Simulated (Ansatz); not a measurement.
## Single-point calculation, with input and output: InBH$_{3}$OF

- system: InBH$_{3}$OF
- method: RKS wB97M-V/def2-QZVPP (Ansatz 0.2.0)

The geometry comes from this level: PBE0-D4/def2-TZVP.

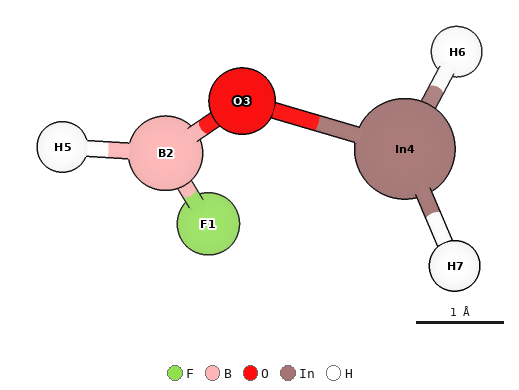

*The structure as given in the input (ball-and-stick view, seen at a tilt; atoms are numbered from 1 in the order of the input). Sticks mark near contacts.*

**Input**
```yaml
crystal:
  periodic: [false, false, false]
  atoms:
    - {symbol: F, position_ang: [-0.113271, -1.450357, 0.494368]}
    - {symbol: B, position_ang: [1.014683, -0.662199, 0.658436]}
    - {symbol: O, position_ang: [0.954092, 0.556624, 0.179801]}
    - {symbol: In, position_ang: [-0.910862, 0.809509, -0.671246]}
    - {symbol: H, position_ang: [1.933640, -1.176255, 1.222995]}
    - {symbol: H, position_ang: [-2.003915, 1.478630, 0.448978]}
    - {symbol: H, position_ang: [-0.874366, 0.444049, -2.333332]}
basis:
  gaussian: {orbitals: "def2-QZVPP.json"}
hamiltonian: {xc: {name: wB97M-V}}
output: {orbitals: {seedname: orbitals}}
```

Run as:
```bash
ansatz run in.yaml --threads 2 --pin off --events-out ev --progress --plain --max-ram 4352MiB
```

**What the program printed**
```
Functional definition: wB97M-V
  name "wB97M-V"
  cite "Mardirossian & Head-Gordon, J. Chem. Phys. 144, 214110 (2016) doi:10.1063/1.4952647"
  cite "Becke, J. Chem. Phys. 107, 8554 (1997) doi:10.1063/1.475007"
  cite "Vydrov & Van Voorhis, J. Chem. Phys. 133, 244103 (2010) doi:10.1063/1.3521275"
  # Of w^i u^j: cxij and so on, Table III.
  parameter omega = 0.3/bohr
  parameter cx = 0.15
  parameter cx01 = 1.007
  parameter cx10 = 0.259
  parameter css00 = 0.443
  parameter css04 = -1.437
  parameter css10 = -4.535
  parameter css20 = -3.390
  parameter css43 = 4.278
  parameter cos00 = 1.000
  parameter cos10 = 1.358
  parameter cos20 = 2.924
  parameter cos21 = -8.812
  parameter cos60 = -1.390
  parameter cos61 = 9.142
  parameter b = 6.0
  parameter c = 0.01
  gx(w, u) = 1 - cx + cx01*u + cx10*w
  gss(w, u) = css00 + css04*u^4 + css10*w + css20*w^2 + css43*w^4*u^3
  gos(w, u) = cos00 + cos10*w + (cos20 + cos21*u)*w^2 + (cos60 + cos61*u)*w^6
  exchange = spin_sum(e_x_unif_sr(omega)*gx(b97_w, b97_u_x)) + cx*exact_x_sr(omega) + exact_x_lr(omega)
  correlation = spin_sum(e_c_pw_mod_same_spin*gss(b97_w, b97_u_same))
      + integral(e_c_pw_mod_opposite_spin*gos(b97_w_opposite, b97_u_opposite)) + vv10(b, c)
1208 factors; their error is unknown
302 factors; integrals over basis functions are off by at most 9.6e-6 eV
mean field evaluation 1: about -10659.4509 eV, gradient 6.0e1 eV
mean field evaluation 2: about -10655.4162 eV, gradient 7.9e1 eV
mean field evaluation 4: about -10665.4559 eV, gradient 4.5e0 eV
mean field evaluation 8: about -10665.4848 eV, gradient 4.5e-2 eV
mean field evaluation 16: about -10665.5089 eV, gradient 5.3e-5 eV
mean field -10665.50888411 eV, -391.9502221494 hartree, gradient 2.3e-5 eV, S^2 0.000000; 0 other end points of the search recorded, 0 dependent functions left out
reference -10665.50895266 eV, -391.9502246686 hartree; 23, 23 occupied and 320, 320 virtual orbitals, 1208 factors
Total energy: -10665.50895266 eV, -391.9502246686 hartree
```

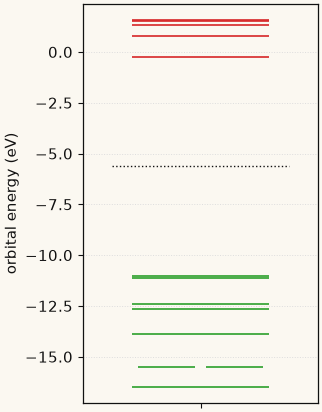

*Orbital energies near the frontier; the dotted line parts filled from empty levels, and levels within 0.02 eV of each other stand side by side.*

Highest filled −11.01 eV, lowest empty −0.23 eV, 10.78 eV apart.

**Summary**

```json
{"quantity": "outcome", "value": "converged"}
{"quantity": "total energy", "value": "−10665.5090 eV"}
{"quantity": "SCF solution under orbital rotations", "value": "stable"}
{"quantity": "HOMO", "value": "−11.01 eV"}
{"quantity": "LUMO", "value": "−0.23 eV"}
{"quantity": "hardware", "value": "2 threads of Arm Neoverse N1, 23 GiB of memory available, shared host"}
{"quantity": "wall time", "value": "34 s (CPU time 66 s)"}
{"quantity": "peak memory", "value": "1.1 GiB"}
```
